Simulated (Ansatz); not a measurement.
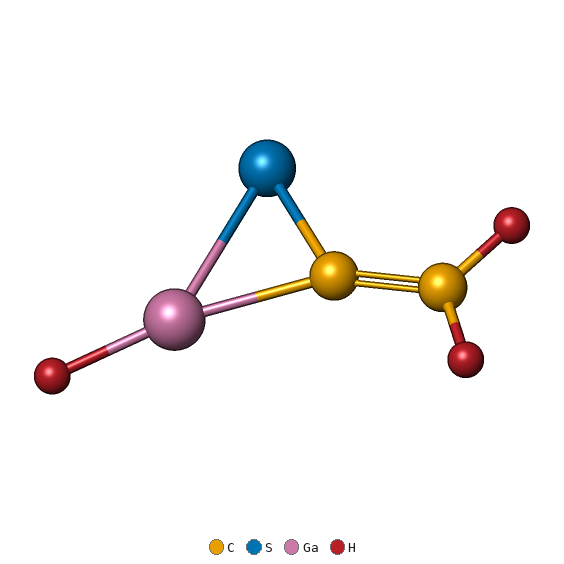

Harmonic vibrations computed with RKS PBE0-D4/def2-TZVP (Ansatz 0.2.0) at a stationary point of the same level.

> Minimum or transition state?

A minimum: no imaginary frequency, and the lowest mode lies at 245 cm⁻¹.

> How many vibrational modes are there, and where do they lie?

15 modes: 245, 291, 352, 470, 487, 566, 633, 667, 889, 1052, 1417, 1684, 2097, 3135, 3226 cm⁻¹.
